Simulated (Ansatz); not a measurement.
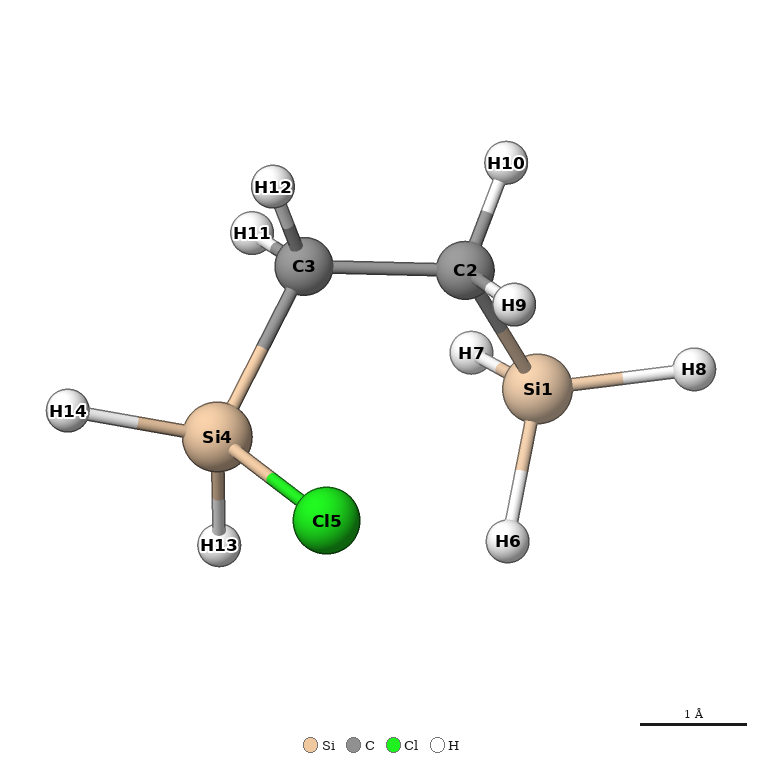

Atoms carry their numbers in the input. The geometry was computed by an optimisation with PBE-D4/def2-SVP. No frequency run is at hand to confirm it as a minimum.

List the bonds and their lengths.

```tsv
bond	length (Å)	order
Si1–C2	1.903	single
Si1–H6	1.506	single
Si1–H7	1.509	single
Si1–H8	1.505	single
C2–C3	1.541	single
C2–H9	1.112	single
C2–H10	1.113	single
C3–Si4	1.891	single
C3–H11	1.115	single
C3–H12	1.113	single
Si4–Cl5	2.093	single
Si4–H13	1.503	single
Si4–H14	1.503	single
```
